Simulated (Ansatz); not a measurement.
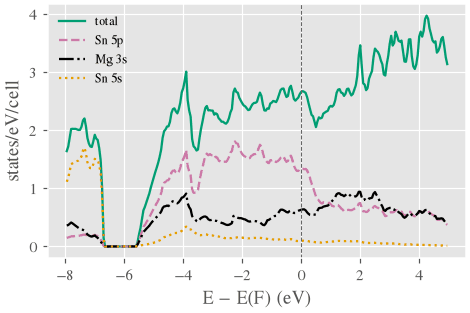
Figure: Total and projected density of states of Mg$_{2}$Sn in space group Cmcm (No. 63; Mg on 4c, Mg on 4c, Sn on 4c), the program Ansatz at the PBEsol level (PAW)

Problem. Which orbitals carry the states next to the Fermi level?

Solution. Within 0.5 eV of the Fermi level: Sn 5p 51 %, Mg 3s 23 %, outside the projected shells 21 %. Projections are on Löwdin-orthogonalised atomic valence shells; empty p or d shells of many metals are not among them.

Problem. Where is the tallest occupied peak in this window, and what makes it?

Solution. Near -3.9 eV, about 3.0 states/eV per cell; the largest projected share is Sn 5p.

The workflow started from a Materials Project entry (that database holds measured and hypothetical structures alike); the Crystallography Open Database copy checked does not list it. COD files the formula under space group No. 225, 227, so this cell is another polymorph or a model. With Mg and Sn taken as one species the cell has the higher symmetry Cmcm, so it may be an ordered model of a mixed-site phase. Its standing as an ambient phase is unchecked. The PBEsol relaxation kept the symmetry of its start; of distortions, only those at the zone centre were tested. Scalar-relativistic: spin–orbit coupling is off unless named, which matters more the heavier the elements.

Potentials: the later of the program's two PAW sets.
